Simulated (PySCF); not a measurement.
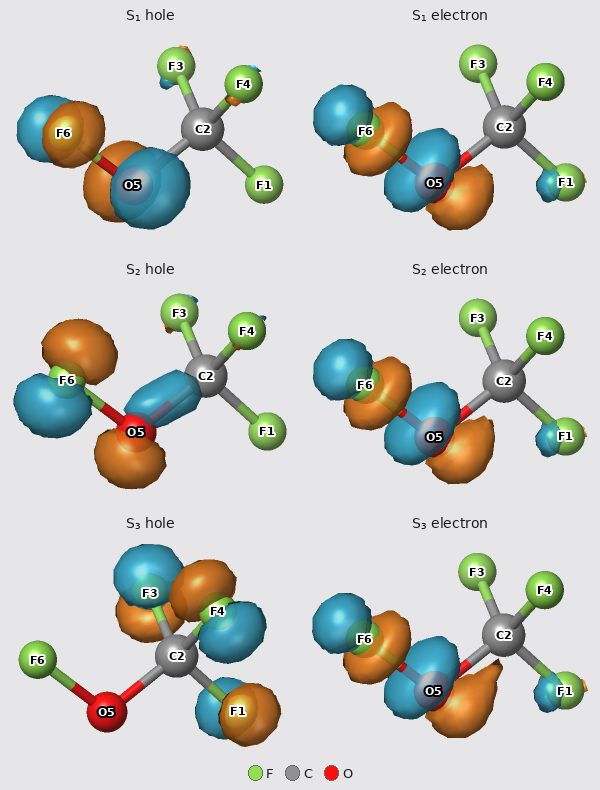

CF4O, SMILES `FC(F)(F)OF`. Leading natural transition orbitals (full linear response singlet states).

Method: B3LYP/def2-SVPD; geometry: GFN2-xTB; program: PySCF. No frequency check shows the geometry to be a minimum.

The calculation's input:

```python
import numpy as np
from pyscf import gto, scf, dft, tdscf
from pyscf.scf import atom_ks, atom_hf
from scipy.linalg import block_diag

def solve(mol, dm0=None, hcore=None):
    mf = (dft.UKS if mol.spin else dft.RKS)(mol, xc='b3lyp')
    mf.grids.level = 3
    mf = mf.density_fit(auxbasis='def2-universal-jkfit')
    mf.conv_tol, mf.max_cycle = 1e-8, 80
    if hcore is not None:
        mf.get_hcore = lambda *args: hcore
    mf.kernel(dm0)
    if not mf.converged:
        mf = mf.newton().run(mf.mo_coeff, mf.mo_occ, max_cycle=30)
    assert mf.converged, 'SCF not converged'
    return mf

mol = gto.M(atom='''
F      1.37765    -0.86145    -0.01423
C      0.36222    -0.01304     0.00059
F      0.46183     0.78422    -1.05802
F      0.46964     0.75550     1.07644
O     -0.74943    -0.78188    -0.00603
F     -1.88444     0.02543     0.00078
''', basis='def2-svpd', charge=0, spin=0, verbose=4)
mf = solve(mol)
td = mf.TDDFT()
td.nstates, td.singlet, td.conv_tol = 4, True, 1e-5
td.kernel()
td.analyze()
x, y = np.array([p[0] for p in td.xy]), np.array([p[1] + 0 * p[0] for p in td.xy])
f, mu = td.oscillator_strength(), td.transition_dipole()
nto = [td.get_nto(state=i + 1, verbose=4) for i in range(len(td.e))]
# spherically averaged free atoms, for the promolecule
atm = atom_ks.get_atm_nrks(mol, xc='b3lyp')
pro = block_diag(*[(atm[a[0]][2] * atm[a[0]][3]) @ atm[a[0]][2].T for a in mol._atom])
np.savez('result.npz', e=td.e, f=f, ok=td.converged, w=[n[0] for n in nto], nto=[n[1] for n in nto], x=x, y=y, c=mf.mo_coeff, occ=mf.mo_occ, eps=mf.mo_energy, pro=pro, mu=mu)
```

Command:

```sh
OMP_NUM_THREADS=1 python input.py
```

The run took 4.3 min on 1 thread of Intel(R) Xeon(R) Platinum 8488C (Sapphire Rapids), with other jobs on the host, peak memory 0.76 GiB.

> Describe these excited states.

By state:
- S₁: 5.32 eV (233 nm), f = 0.000 (very weak); the leading pair carries 100 %; hole on O5 (54 %) and F6 (35 %), electron on F6 (45 %) and O5 (45 %); their centroids lie 0.1 Å apart.
- S₂: 6.90 eV (180 nm), f = 0.002; the leading pair carries 100 %; hole on F6 (60 %), O5 (27 %) and C2 (6 %), electron on F6 (45 %), O5 (44 %) and C2 (5 %); their centroids lie 0.3 Å apart.
- S₃: 8.33 eV (149 nm), f = 0.002 (very weak), charge transfer, whose energy this functional puts too low; the leading pair carries 100 %; hole on F3 and F4 (35 % each) and F1 (25 %), electron on F6 (44 %), O5 (43 %) and C2 (6 %); their centroids lie 2.0 Å apart.
